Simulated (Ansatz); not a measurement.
## Electronic structure of CH$_{5}$ClOSi (SMILES C[SiH](O)Cl) in real space

Input

```
crystal:
  periodic: [false, false, false]
  atoms:
    - {symbol: C, position_ang: [-0.641459, 0.901711, -0.409340]}
    - {symbol: Si, position_ang: [0.027384, -0.687839, 0.266065]}
    - {symbol: O, position_ang: [1.352546, -0.484889, 1.204595]}
    - {symbol: Cl, position_ang: [0.486826, -1.901393, -1.340958]}
    - {symbol: H, position_ang: [-1.541036, 0.716423, -1.000898]}
    - {symbol: H, position_ang: [-0.897052, 1.581224, 0.407780]}
    - {symbol: H, position_ang: [0.090576, 1.394225, -1.054070]}
    - {symbol: H, position_ang: [-0.945308, -1.408080, 1.111939]}
    - {symbol: H, position_ang: [2.156123, -0.157683, 0.797685]}
basis:
  gaussian: {orbitals: def2-TZVPP}
hamiltonian: {xc: pbe0, dispersion: d4}
output: {orbitals: {seedname: orbitals}}
```

Command:

```sh
ansatz run in.yaml --threads 2 --pin off --events-out ev --progress --plain --max-ram 32768MiB --backend cpu
```

Geometry: PBE0-D4/def2-TZVP.

Level of theory: RKS PBE0-D4/def2-TZVPP (Ansatz).

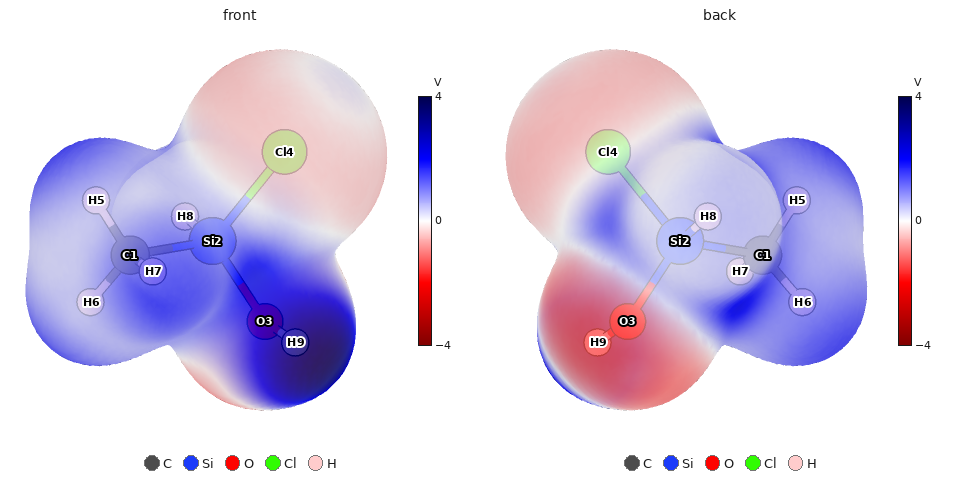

Figure 1. The electrostatic potential painted on the density surface at 0.004 e/bohr³, seen from the front and from behind; the colour scale runs from red (negative) to blue (positive).

Q: Describe the electrostatic potential map.

A: The most negative region (about −1.3 V) lies over O3, the most positive (about +3.7 V) over H9. Cl4 shows a σ-hole: about +0.1 V at the tip opposite its bond, against about −0.4 V on its flanks. O3 is the likeliest acceptor of a hydrogen bond.

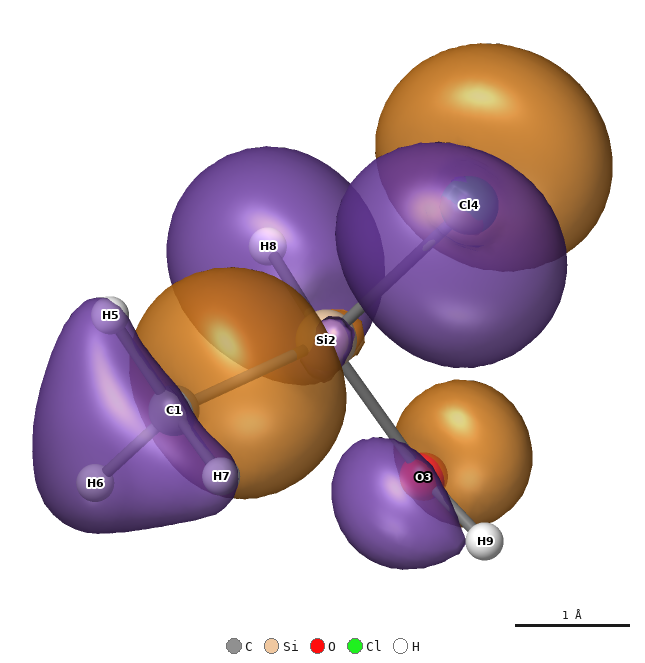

Figure 2. The HOMO at ±0.1 Å⁻³ᐟ² (orange and purple are the two phases), seen at a tilt.

Q: Where does this orbital lie, and at what energy?

A: Its weight (Hirshfeld) is mainly on Cl4 (about 40 %), C1 (about 20 %), Si2 (about 15 %), H8 (about 10 %) and O3 (about 10 %). Its energy is −8.62 eV.

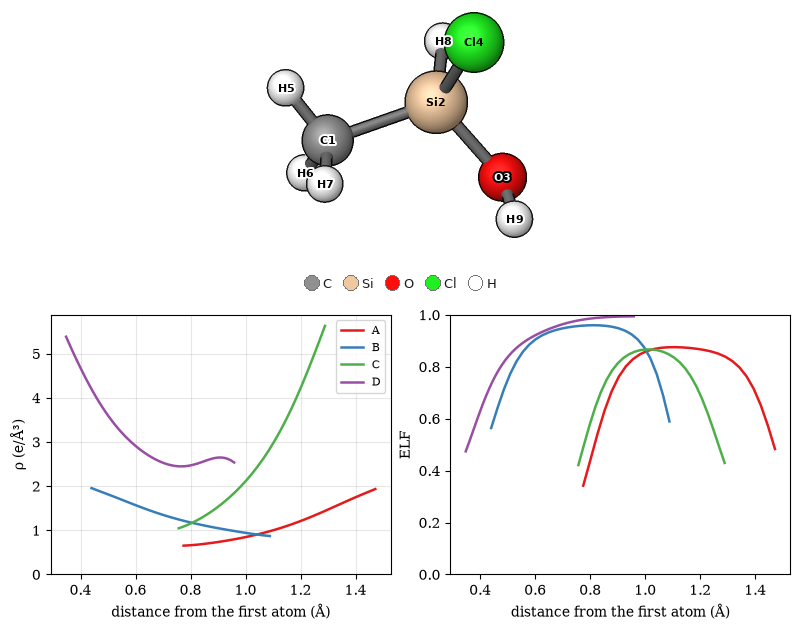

Figure 3. Total electron density and ELF along straight lines between neighbouring atoms. The curves leave out the atomic cores. The structure is drawn too.

Q: Which curve belongs to which contact (C–Si, O–H, Si–Cl and Si–O)? The first atom named is at distance zero.

A: Curve A: Si–Cl (2.07 Å): the density is about 0.89 e/Å³ at the midpoint; the ELF peaks at about 0.90 between the atoms: a shared but strongly polarised pair. Curve B: C–Si (1.85 Å): the density is about 1 e/Å³ at the midpoint; the ELF peaks at about 0.95 between the atoms; localised, covalent bonding. Curve C: Si–O (1.64 Å): ρ is about 1.2 e/Å³ halfway; the ELF peaks at about 0.85 between the atoms: a shared but strongly polarised pair. Curve D: O–H (0.96 Å): ρ at the midpoint is about 3.8 e/Å³; the ELF climbs to about 1 towards the hydrogen, as it does in any bond to H: a covalent bond by its length.
